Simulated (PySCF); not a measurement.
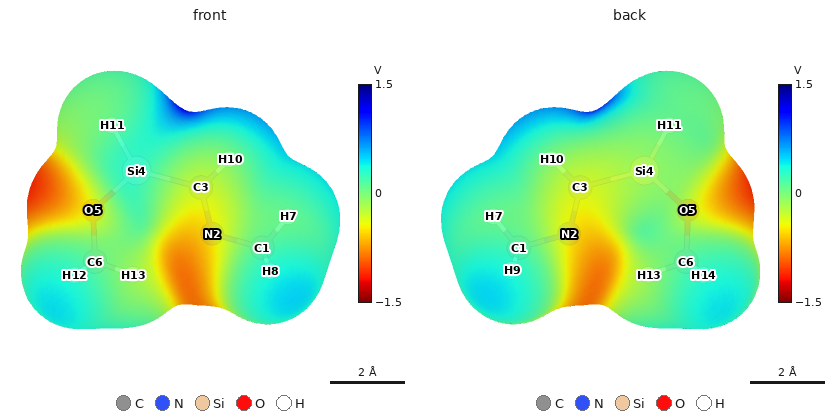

*C3H8NOSi (SMILES C/N=C/[SiH]OC) (doublet). The molecular electrostatic potential painted on the density surface at 0.001 e/bohr³, seen from the front and from behind; the colour scale runs from red (negative) to blue (positive).*

Geometry: GFN2-xTB.

Computed with PySCF, UKS B3LYP, pcH-1 on C H N O Si, non-relativistic, mean-field spin-orbit, GIAO.

```xyz
14

C     2.2388   -0.9002   -0.3931
N     0.9539   -0.3409   -0.1270
C     0.8731    0.7381    0.5893
Si   -0.7615    1.5135    0.7906
O    -2.1240    0.7805    0.3290
C    -2.3125   -0.3542   -0.4710
H     3.0645   -0.3482    0.0810
H     2.2524   -1.9352   -0.0417
H     2.3992   -0.9196   -1.4749
H     1.7764    1.2368    0.9687
H    -1.2366    2.4695    1.7560
H    -2.9991   -1.0265    0.0475
H    -1.3665   -0.8630   -0.6554
H    -2.7586   -0.0510   -1.4211
```

Describe the electrostatic potential map.

Answer. The most negative region (about −1.1 V) lies over O5, the most positive (about +1.0 V) over Si4. O5 is the likeliest acceptor of a hydrogen bond.
